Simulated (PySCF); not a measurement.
C2H10O4Si2, SMILES O[Si](C)([Si](O)(O)C)O at its GFN2-xTB optimised geometry (Å):

```
18

Si     0.4551    -0.1115     0.0000
C     -0.1349    -0.9484    -1.6122
O      0.0624     1.4752     0.0000
O      2.0975    -0.1115     0.0000
Si    -0.4890    -0.9332     1.9028
C     -2.3616    -1.2874     1.7785
O     -0.2341    -0.0147     3.2403
O      0.3368    -2.3103     2.2087
H      0.4052    -0.5655    -2.4747
H      0.0147    -2.0234    -1.5854
H     -1.1919    -0.7734    -1.7850
H      0.5336     2.0754    -0.5738
H      2.5686    -0.9235     0.1567
H     -2.5686    -2.0754     1.0616
H     -2.7670    -1.6027     2.7369
H     -2.9169    -0.4093     1.4632
H     -0.4876     0.9027     3.2365
H      0.2781    -2.7110     3.0732
```

Method: B3LYP/def2-SVP (PySCF). Cells within 0.4 Å of a nucleus heavier than hydrogen are left out (blank, or x).

Map of the electrostatic potential (hartree/e), clipped to [-0.08, 0.12] on the plane z = 0.0 Å:

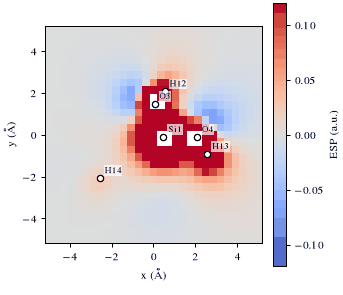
Figure: Electrostatic potential (hartree/e), clipped to [-0.08, 0.12] on the plane z = 0.0 Å.
